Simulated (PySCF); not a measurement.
# CH₉NOSi₂: NMR shifts at several levels of theory

How much do the NMR shifts of CH₉NOSi₂ (`C[Si@H](O)[SiH2]N`) depend on the level of theory, and what does each level cost?

Programs: PySCF 2.14.0, with density-fitted response routines of our own. Each step states its level of theory. These are calculated values for one molecule in the gas phase, unless marked as measured. Atoms count from 0, in the outputs and in this text.

**1. Starting geometry**

14 atoms, charge 0, multiplicity 1; geometry from: PBE0-D3(BJ)/def2-SVP.

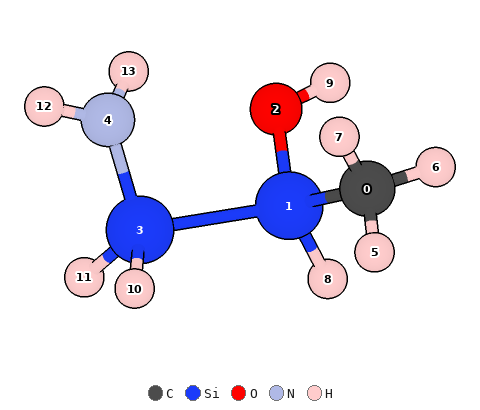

The starting geometry (carbon dark grey, silicon blue, oxygen red, nitrogen light blue, hydrogen pink), atoms numbered.

**2. Shielding tensors: PBE0/pcSseg-1**

Job settings and geometry (Å):

```
{"job": {"kind": "nmr", "xc": "PBE0", "basis": "pcSseg-1", "pop": false}, "charge": 0, "multiplicity": 1}
C      1.976273    -0.249421     0.399164
Si     0.614083     0.272595    -0.782990
O      0.112260     1.853952    -0.480312
Si    -1.371775    -0.887158    -0.355390
N     -1.938613    -0.044212     1.057035
H      2.283395    -1.287509     0.191831
H      2.868836     0.390786     0.311827
H      1.611979    -0.201514     1.437040
H      1.128196     0.150295    -2.188890
H      0.782025     2.540544    -0.551635
H     -1.136604    -2.327286    -0.015245
H     -2.287776    -0.892606    -1.550684
H     -2.815997    -0.300993     1.496677
H     -1.833637     0.966397     1.024618
```

Level: GIAO PBE0/pcSseg-1 NMR shielding, non-relativistic, gas phase.

Started as:

```
$ OMP_NUM_THREADS=1 python probes_run.py task.json out
```

One launch serves the whole session: the jobs run in the order shown.

What it wrote:

```text
coarse grid: 12064 points
cycle   1  E = -751.9077522276  dE =  1.819e-01  |g| = 8.219e-01  |ddm| = 3.213e+00
cycle   2  E = -751.7348822353  dE =  1.729e-01  |g| = 1.244e+00  |ddm| = 1.825e+00
cycle   3  E = -752.0357345084  dE = -3.009e-01  |g| = 1.048e-01  |ddm| = 1.319e+00
cycle   4  E = -752.0377917673  dE = -2.057e-03  |g| = 4.371e-02  |ddm| = 1.181e-01
cycle   5  E = -752.0382339871  dE = -4.422e-04  |g| = 8.360e-03  |ddm| = 4.257e-02
cycle   6  E = -752.0382490426  dE = -1.506e-05  |g| = 3.602e-03  |ddm| = 1.144e-02
cycle   7  E = -752.0382516785  dE = -2.636e-06  |g| = 4.287e-04  |ddm| = 3.021e-03
final grid: 105608 points
cycle   8  E = -752.0721304188  dE = -1.506e-05  |g| = 8.427e-03  |ddm| = 1.593e-02
cycle   9  E = -752.0721142567  dE =  1.616e-05  |g| = 1.227e-02  |ddm| = 1.597e-02
cycle  10  E = -752.0721450206  dE = -3.076e-05  |g| = 7.434e-04  |ddm| = 9.873e-03
cycle  11  E = -752.0721451185  dE = -9.785e-08  |g| = 2.158e-04  |ddm| = 7.202e-04
cycle  12  E = -752.0721451280  dE = -9.547e-09  |g| = 5.264e-05  |ddm| = 2.283e-04
cycle  13  E = -752.0721451285  dE = -4.700e-10  |g| = 2.354e-05  |ddm| = 6.040e-05
converged SCF energy = -752.0721451285

GIAO shielding tensors (ppm)
atom      isotropic    diamagn.    paramagn.     s11        s22        s33       span
  0 C      182.687     256.072     -73.385    167.698    186.402    193.962     26.264
  1 Si     349.110     879.939    -530.828    290.886    343.746    412.699    121.813
  2 O      318.722     389.994     -71.272    280.931    334.065    341.169     60.238
  3 Si     406.978     879.912    -472.934    360.562    389.312    471.060    110.498
  4 N      271.835     317.528     -45.693    242.338    260.657    312.511     70.174
  5 H       31.283      30.573       0.709     27.058     28.434     38.355     11.297
  6 H       30.754      29.628       1.126     26.700     28.095     37.468     10.768
  7 H       30.361      32.127      -1.766     26.123     29.263     35.697      9.573
  8 H       25.939      28.937      -2.998     22.829     24.472     30.517      7.687
  9 H       30.809      31.150      -0.341     22.384     25.761     44.282     21.898
 10 H       26.721      29.389      -2.668     24.343     24.659     31.161      6.818
 11 H       26.342      28.596      -2.253     22.866     24.187     31.974      9.109
 12 H       31.432      29.074       2.358     23.314     26.852     44.130     20.816
 13 H       30.793      32.110      -1.317     21.805     29.252     41.323     19.518
```

It took 9.6 s on 1 thread of Arm Neoverse V2, shared host; peak memory 0.79 GiB.

Shifts follow as δ = σ(reference) − σ, with reference shieldings (ppm) from runs at the same level and on the same kind of geometry: ¹H TMS 31.27, ¹³C TMS 184.4, ²⁹Si TMS 352.0, ¹⁵N NH3 265.7, ¹⁷O H2O 334.6. The references are single molecules in the gas phase, so shifts against H2O, NH3, PH3, H3PO4 or CFCl3 are not on the usual liquid scales and can be off by tens of ppm. Atoms listed in one row are averaged.

```tsv
atoms	environment	σ (ppm)	δ (ppm)	δ scaled to CDCl3
C0	methyl carbon bonded to Si	182.7	1.7	1.2
H8	hydrogen on a silicon bonded to C, O, Si	25.94	5.33	–
H11	hydrogen on a silicon bonded to N, Si	26.34	4.92	–
H10	hydrogen on a silicon bonded to N, Si	26.72	4.55	–
H5, H6, H7	hydrogen on a methyl carbon bonded to Si	30.80	0.47	0.66
H9	hydrogen on an oxygen bonded to Si	30.81	0.46	–
H12, H13	hydrogen on a nitrogen bonded to Si	31.11	0.15	–
Si1	silicon bonded to C, O, Si, H	349.1	2.9	–
Si3	silicon bonded to N, Si, 2 H	407.0	-55.0	–
O2	oxygen bonded to Si, H	318.7	15.8	–
N4	nitrogen bonded to Si, 2 H	271.8	-6.2	–
```

The scaled column applies a straight-line fit of computed shieldings to shifts measured in CDCl3 (root-mean-square error 0.21 ppm for H, 2.0 ppm for C).

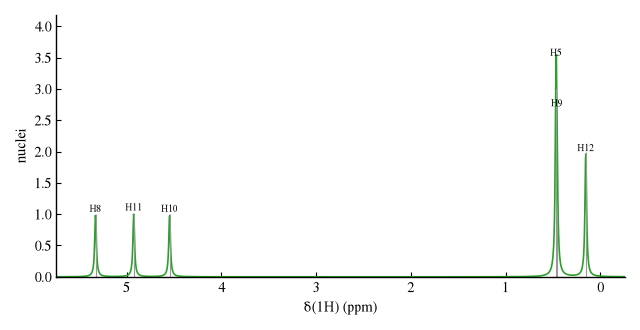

¹H lines at the computed shifts, without couplings. Lines are broadened to a width of 0.02 ppm (Lorentzian).

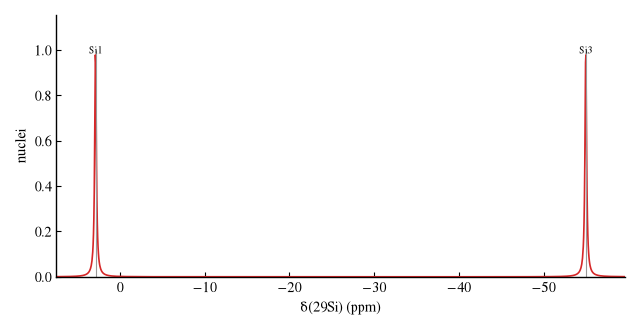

²⁹Si lines at the computed shifts, without couplings. Lines are broadened to a width of 0.23 ppm (Lorentzian).

**3. Nuclear shieldings: mPW1PW91/pcSseg-1**

Settings changed since step 2:

```diff
@@ -1,2 +1,2 @@
-{"job": {"kind": "nmr", "xc": "PBE0", "basis": "pcSseg-1", "pop": false}, "charge": 0, "multiplicity": 1}
+{"job": {"kind": "nmr", "xc": "mPW1PW91", "basis": "pcSseg-1", "pop": false}, "charge": 0, "multiplicity": 1}
 C      1.976273    -0.249421     0.399164
```

With the program's defaults for keys left out, this is: GIAO mPW1PW91/pcSseg-1 NMR shielding, non-relativistic, gas phase.

What it wrote:

```text
coarse grid: 12064 points
cycle   1  E = -752.3256618614  dE =  1.838e-01  |g| = 8.371e-01  |ddm| = 3.214e+00
cycle   2  E = -752.1457502577  dE =  1.799e-01  |g| = 1.268e+00  |ddm| = 1.843e+00
cycle   3  E = -752.4581285849  dE = -3.124e-01  |g| = 1.061e-01  |ddm| = 1.334e+00
cycle   4  E = -752.4602390527  dE = -2.110e-03  |g| = 4.494e-02  |ddm| = 1.198e-01
cycle   5  E = -752.4607055578  dE = -4.665e-04  |g| = 8.520e-03  |ddm| = 4.341e-02
cycle   6  E = -752.4607212498  dE = -1.569e-05  |g| = 3.697e-03  |ddm| = 1.162e-02
cycle   7  E = -752.4607240238  dE = -2.774e-06  |g| = 4.575e-04  |ddm| = 3.091e-03
final grid: 105608 points
cycle   8  E = -752.4941631984  dE = -1.853e-05  |g| = 5.728e-03  |ddm| = 1.478e-02
cycle   9  E = -752.4941559197  dE =  7.279e-06  |g| = 8.276e-03  |ddm| = 1.079e-02
cycle  10  E = -752.4941701519  dE = -1.423e-05  |g| = 4.868e-04  |ddm| = 6.601e-03
cycle  11  E = -752.4941701938  dE = -4.181e-08  |g| = 1.790e-04  |ddm| = 4.905e-04
cycle  12  E = -752.4941702003  dE = -6.519e-09  |g| = 3.944e-05  |ddm| = 1.823e-04
cycle  13  E = -752.4941702006  dE = -2.924e-10  |g| = 1.729e-05  |ddm| = 4.799e-05
converged SCF energy = -752.4941702006

GIAO shielding tensors (ppm)
atom      isotropic    diamagn.    paramagn.     s11        s22        s33       span
  0 C      181.821     256.108     -74.288    167.151    185.433    192.878     25.727
  1 Si     347.858     880.076    -532.218    290.121    343.091    410.362    120.241
  2 O      318.247     390.200     -71.953    280.666    334.287    339.788     59.122
  3 Si     404.984     879.999    -475.015    359.339    387.544    468.071    108.732
  4 N      270.406     317.709     -47.303    241.014    259.517    310.688     69.675
  5 H       31.330      30.634       0.697     27.137     28.510     38.343     11.206
  6 H       30.812      29.671       1.141     26.787     28.171     37.478     10.690
  7 H       30.419      32.212      -1.793     26.209     29.334     35.714      9.505
  8 H       26.047      29.026      -2.980     22.947     24.568     30.624      7.677
  9 H       30.859      31.182      -0.323     22.447     25.814     44.317     21.870
 10 H       26.821      29.477      -2.656     24.456     24.750     31.258      6.802
 11 H       26.443      28.670      -2.227     22.986     24.292     32.051      9.065
 12 H       31.473      29.106       2.367     23.400     26.918     44.100     20.699
 13 H       30.823      32.169      -1.346     21.872     29.311     41.285     19.413
```

It took 9.5 s on 1 thread of Arm Neoverse V2, shared host; peak memory 0.79 GiB.

In short: δ C0 1.7, Si1 3.0, Si3 -54.2, O2 15.1, H8 5.27, H11 4.87 ppm.

**4. Shielding tensors: WP04/pcSseg-1**

Settings changed since step 3:

```diff
@@ -1,2 +1,2 @@
-{"job": {"kind": "nmr", "xc": "mPW1PW91", "basis": "pcSseg-1", "pop": false}, "charge": 0, "multiplicity": 1}
+{"job": {"kind": "nmr", "xc": "WP04", "basis": "pcSseg-1", "pop": false}, "charge": 0, "multiplicity": 1}
 C      1.976273    -0.249421     0.399164
```

Level: GIAO WP04/pcSseg-1 NMR shielding, non-relativistic, gas phase.

What it wrote:

```text
coarse grid: 12064 points
cycle   1  E = -762.5852353342  dE =  2.451e-01  |g| = 1.273e+00  |ddm| = 3.301e+00
cycle   2  E = -761.9039841309  dE =  6.813e-01  |g| = 2.162e+00  |ddm| = 3.192e+00
cycle   3  E = -762.8741647965  dE = -9.702e-01  |g| = 2.353e-01  |ddm| = 2.655e+00
cycle   4  E = -762.8838650020  dE = -9.700e-03  |g| = 1.204e-01  |ddm| = 2.812e-01
cycle   5  E = -762.8871635861  dE = -3.299e-03  |g| = 2.287e-02  |ddm| = 1.064e-01
cycle   6  E = -762.8872804327  dE = -1.168e-04  |g| = 9.804e-03  |ddm| = 3.133e-02
cycle   7  E = -762.8872993383  dE = -1.891e-05  |g| = 1.641e-03  |ddm| = 7.848e-03
cycle   8  E = -762.8872999962  dE = -6.579e-07  |g| = 3.050e-04  |ddm| = 1.993e-03
final grid: 105608 points
cycle   9  E = -762.9322200309  dE = -2.715e-05  |g| = 7.886e-03  |ddm| = 1.867e-02
cycle  10  E = -762.9322014914  dE =  1.854e-05  |g| = 1.212e-02  |ddm| = 1.518e-02
cycle  11  E = -762.9322332245  dE = -3.173e-05  |g| = 9.840e-04  |ddm| = 9.659e-03
cycle  12  E = -762.9322334093  dE = -1.847e-07  |g| = 2.550e-04  |ddm| = 1.032e-03
cycle  13  E = -762.9322334224  dE = -1.312e-08  |g| = 7.845e-05  |ddm| = 2.599e-04
cycle  14  E = -762.9322334236  dE = -1.191e-09  |g| = 2.535e-05  |ddm| = 8.310e-05
cycle  15  E = -762.9322334237  dE = -1.125e-10  |g| = 8.198e-06  |ddm| = 2.482e-05
converged SCF energy = -762.9322334237

GIAO shielding tensors (ppm)
atom      isotropic    diamagn.    paramagn.     s11        s22        s33       span
  0 C      170.548     256.424     -85.877    158.397    174.102    179.144     20.747
  1 Si     340.096     882.716    -542.620    288.121    342.080    390.087    101.966
  2 O      307.567     393.361     -85.793    276.368    318.855    327.479     51.111
  3 Si     389.904     882.273    -492.369    352.265    372.895    444.552     92.287
  4 N      252.770     320.082     -67.312    224.369    246.399    287.544     63.175
  5 H       31.550      31.111       0.439     27.737     29.020     37.893     10.155
  6 H       31.124      29.809       1.315     27.442     28.681     37.249      9.807
  7 H       30.757      33.222      -2.466     26.902     29.772     35.596      8.694
  8 H       27.053      29.877      -2.824     24.082     25.491     31.584      7.502
  9 H       30.997      31.575      -0.578     22.902     26.049     44.040     21.138
 10 H       27.783      30.527      -2.745     25.525     25.718     32.105      6.580
 11 H       27.343      29.401      -2.057     24.110     25.245     32.674      8.564
 12 H       31.586      29.261       2.325     24.071     27.409     43.278     19.207
 13 H       30.890      33.011      -2.122     22.435     29.731     40.503     18.068
```

Run time: 10 s. Hardware: 1 thread of Arm Neoverse V2, shared host; peak memory 0.79 GiB.

In short: δ C0 1.9, Si1 -1.4, Si3 -51.2, O2 10.0, H8 4.51, H11 4.22 ppm.

**5. Shielding tensors: B97-2/pcSseg-1**

Settings changed since step 4:

```diff
@@ -1,2 +1,2 @@
-{"job": {"kind": "nmr", "xc": "WP04", "basis": "pcSseg-1", "pop": false}, "charge": 0, "multiplicity": 1}
+{"job": {"kind": "nmr", "xc": "B97-2", "basis": "pcSseg-1", "pop": false}, "charge": 0, "multiplicity": 1}
 C      1.976273    -0.249421     0.399164
```

With the program's defaults for keys left out, this is: GIAO B97-2/pcSseg-1 NMR shielding, non-relativistic, gas phase.

What it wrote:

```text
coarse grid: 12064 points
cycle   1  E = -752.3082877800  dE =  1.780e-01  |g| = 8.496e-01  |ddm| = 3.225e+00
cycle   2  E = -752.0984873430  dE =  2.098e-01  |g| = 1.325e+00  |ddm| = 1.974e+00
cycle   3  E = -752.4462727009  dE = -3.478e-01  |g| = 1.117e-01  |ddm| = 1.460e+00
cycle   4  E = -752.4487229852  dE = -2.450e-03  |g| = 4.841e-02  |ddm| = 1.336e-01
cycle   5  E = -752.4492668838  dE = -5.439e-04  |g| = 9.257e-03  |ddm| = 4.740e-02
cycle   6  E = -752.4492868874  dE = -2.000e-05  |g| = 4.023e-03  |ddm| = 1.355e-02
cycle   7  E = -752.4492901723  dE = -3.285e-06  |g| = 5.889e-04  |ddm| = 3.490e-03
final grid: 105608 points
cycle   8  E = -752.4781155947  dE = -3.673e-05  |g| = 4.736e-03  |ddm| = 1.769e-02
cycle   9  E = -752.4781132779  dE =  2.317e-06  |g| = 5.303e-03  |ddm| = 6.631e-03
cycle  10  E = -752.4781177682  dE = -4.490e-06  |g| = 1.281e-03  |ddm| = 4.868e-03
cycle  11  E = -752.4781180440  dE = -2.758e-07  |g| = 5.031e-05  |ddm| = 9.839e-04
cycle  12  E = -752.4781180443  dE = -2.760e-10  |g| = 3.777e-05  |ddm| = 8.848e-05
cycle  13  E = -752.4781180446  dE = -3.624e-10  |g| = 5.072e-06  |ddm| = 3.536e-05
converged SCF energy = -752.4781180446

GIAO shielding tensors (ppm)
atom      isotropic    diamagn.    paramagn.     s11        s22        s33       span
  0 C      181.932     255.808     -73.876    167.897    185.427    192.472     24.575
  1 Si     355.811     880.214    -524.402    299.468    351.872    416.095    116.626
  2 O      317.621     390.336     -72.715    281.212    333.966    337.685     56.472
  3 Si     411.337     880.132    -468.795    367.143    393.806    473.062    105.919
  4 N      269.272     317.744     -48.472    239.956    259.040    308.821     68.865
  5 H       31.377      30.693       0.685     27.234     28.594     38.303     11.068
  6 H       30.875      29.710       1.165     26.896     28.256     37.472     10.576
  7 H       30.489      32.318      -1.829     26.329     29.413     35.724      9.395
  8 H       26.168      29.142      -2.974     23.082     24.690     30.733      7.651
  9 H       30.957      31.297      -0.340     22.606     25.930     44.334     21.727
 10 H       26.939      29.636      -2.697     24.582     24.886     31.349      6.767
 11 H       26.539      28.786      -2.247     23.100     24.399     32.118      9.017
 12 H       31.543      29.189       2.355     23.537     27.044     44.049     20.511
 13 H       30.891      32.316      -1.425     22.001     29.421     41.250     19.249
```

It took 9.8 s on 1 thread of Arm Neoverse V2, shared host; peak memory 0.79 GiB.

In short: δ C0 1.8, Si1 1.6, Si3 -53.9, O2 14.0, H8 5.21, H11 4.84 ppm.

**6. Nuclear shieldings: BHandHLYP/pcSseg-1**

Settings changed since step 5:

```diff
@@ -1,2 +1,2 @@
-{"job": {"kind": "nmr", "xc": "B97-2", "basis": "pcSseg-1", "pop": false}, "charge": 0, "multiplicity": 1}
+{"job": {"kind": "nmr", "xc": "BHandHLYP", "basis": "pcSseg-1", "pop": false}, "charge": 0, "multiplicity": 1}
 C      1.976273    -0.249421     0.399164
```

Method: GIAO BHandHLYP/pcSseg-1 NMR shielding, non-relativistic, gas phase.

What it wrote:

```text
coarse grid: 12064 points
cycle   1  E = -752.2804637252  dE =  1.677e-01  |g| = 7.332e-01  |ddm| = 3.171e+00
cycle   2  E = -752.2582573274  dE =  2.221e-02  |g| = 8.346e-01  |ddm| = 1.187e+00
cycle   3  E = -752.3857520362  dE = -1.275e-01  |g| = 6.103e-02  |ddm| = 7.191e-01
cycle   4  E = -752.3863731190  dE = -6.211e-04  |g| = 2.860e-02  |ddm| = 6.344e-02
cycle   5  E = -752.3865614328  dE = -1.883e-04  |g| = 5.651e-03  |ddm| = 2.631e-02
cycle   6  E = -752.3865681801  dE = -6.747e-06  |g| = 1.582e-03  |ddm| = 5.543e-03
final grid: 105608 points
cycle   7  E = -752.4108070972  dE = -7.815e-06  |g| = 3.708e-03  |ddm| = 8.662e-03
cycle   8  E = -752.4108067019  dE =  3.953e-07  |g| = 4.020e-03  |ddm| = 5.999e-03
cycle   9  E = -752.4108100055  dE = -3.304e-06  |g| = 1.803e-04  |ddm| = 2.953e-03
cycle  10  E = -752.4108100132  dE = -7.678e-09  |g| = 7.862e-05  |ddm| = 2.710e-04
cycle  11  E = -752.4108100147  dE = -1.572e-09  |g| = 2.281e-05  |ddm| = 1.041e-04
cycle  12  E = -752.4108100149  dE = -1.164e-10  |g| = 6.529e-06  |ddm| = 2.255e-05
converged SCF energy = -752.4108100149

GIAO shielding tensors (ppm)
atom      isotropic    diamagn.    paramagn.     s11        s22        s33       span
  0 C      182.666     255.347     -72.681    168.447    186.079    193.471     25.023
  1 Si     358.735     878.789    -520.055    305.251    357.002    413.951    108.700
  2 O      321.861     391.252     -69.391    286.964    337.317    341.302     54.338
  3 Si     412.804     878.743    -465.939    370.587    395.695    472.130    101.542
  4 N      271.224     318.242     -47.017    242.155    262.361    309.157     67.002
  5 H       31.480      30.734       0.745     27.266     28.631     38.543     11.277
  6 H       30.960      29.728       1.232     26.876     28.264     37.740     10.864
  7 H       30.578      32.358      -1.780     26.314     29.413     36.008      9.694
  8 H       26.503      29.191      -2.688     23.411     24.947     31.150      7.739
  9 H       30.748      31.198      -0.450     22.195     25.488     44.560     22.365
 10 H       27.175      29.693      -2.518     24.830     25.023     31.672      6.842
 11 H       26.861      28.860      -1.999     23.463     24.738     32.382      8.919
 12 H       31.477      29.195       2.283     23.390     26.802     44.241     20.850
 13 H       30.827      32.298      -1.472     21.877     29.193     41.409     19.532
```

Wall time 10 s (1 thread of Arm Neoverse V2, shared host); peak memory 0.79 GiB.

In short: δ C0 1.3, Si1 -0.3, Si3 -54.4, O2 12.9, H8 4.94, H11 4.58 ppm.

**7. Shielding tensors: CAM-B3LYP/pcSseg-1**

Settings changed since step 6:

```diff
@@ -1,2 +1,2 @@
-{"job": {"kind": "nmr", "xc": "BHandHLYP", "basis": "pcSseg-1", "pop": false}, "charge": 0, "multiplicity": 1}
+{"job": {"kind": "nmr", "xc": "CAM-B3LYP", "basis": "pcSseg-1", "pop": false}, "charge": 0, "multiplicity": 1}
 C      1.976273    -0.249421     0.399164
```

Level: GIAO CAM-B3LYP/pcSseg-1 NMR shielding, non-relativistic, gas phase.

What it wrote:

```text
coarse grid: 12064 points
cycle   1  E = -752.2901593403  dE =  1.885e-01  |g| = 8.142e-01  |ddm| = 3.175e+00
cycle   2  E = -752.2228662580  dE =  6.729e-02  |g| = 1.038e+00  |ddm| = 1.405e+00
cycle   3  E = -752.4158454174  dE = -1.930e-01  |g| = 7.347e-02  |ddm| = 8.778e-01
cycle   4  E = -752.4167172293  dE = -8.718e-04  |g| = 3.593e-02  |ddm| = 7.533e-02
cycle   5  E = -752.4169996276  dE = -2.824e-04  |g| = 7.234e-03  |ddm| = 3.167e-02
cycle   6  E = -752.4170098215  dE = -1.019e-05  |g| = 2.576e-03  |ddm| = 7.082e-03
cycle   7  E = -752.4170112390  dE = -1.418e-06  |g| = 4.615e-04  |ddm| = 2.397e-03
final grid: 105608 points
cycle   8  E = -752.4552721554  dE = -1.359e-05  |g| = 3.446e-03  |ddm| = 9.200e-03
cycle   9  E = -752.4552719427  dE =  2.127e-07  |g| = 3.662e-03  |ddm| = 5.327e-03
cycle  10  E = -752.4552747899  dE = -2.847e-06  |g| = 3.040e-04  |ddm| = 2.628e-03
cycle  11  E = -752.4552748069  dE = -1.701e-08  |g| = 1.232e-04  |ddm| = 3.565e-04
cycle  12  E = -752.4552748104  dE = -3.511e-09  |g| = 3.048e-05  |ddm| = 1.227e-04
cycle  13  E = -752.4552748106  dE = -2.178e-10  |g| = 6.756e-06  |ddm| = 3.491e-05
converged SCF energy = -752.4552748106

GIAO shielding tensors (ppm)
atom      isotropic    diamagn.    paramagn.     s11        s22        s33       span
  0 C      180.923     254.984     -74.061    165.758    184.769    192.244     26.486
  1 Si     341.393     879.730    -538.337    283.110    336.819    404.250    121.140
  2 O      320.539     390.156     -69.617    284.703    334.709    342.206     57.504
  3 Si     399.975     879.630    -479.655    354.035    381.986    463.903    109.869
  4 N      271.674     316.975     -45.301    241.873    261.687    311.460     69.587
  5 H       31.364      30.632       0.732     27.206     28.582     38.304     11.098
  6 H       30.857      29.632       1.225     26.885     28.246     37.440     10.555
  7 H       30.455      32.249      -1.795     26.299     29.362     35.703      9.403
  8 H       26.171      29.085      -2.915     23.076     24.706     30.730      7.654
  9 H       30.773      31.094      -0.320     22.416     25.749     44.155     21.739
 10 H       26.911      29.598      -2.687     24.542     24.856     31.335      6.793
 11 H       26.587      28.759      -2.172     23.172     24.479     32.111      8.939
 12 H       31.489      29.054       2.435     23.470     26.968     44.028     20.558
 13 H       30.819      32.164      -1.345     21.921     29.309     41.226     19.305
```

Wall time 14 s (1 thread of Arm Neoverse V2, shared host); peak memory 0.82 GiB.

Key values: δ C0 1.5, Si1 2.0, Si3 -56.6, O2 18.0, H8 5.16, H11 4.74 ppm.

(Part 1 of 2 ends here.)
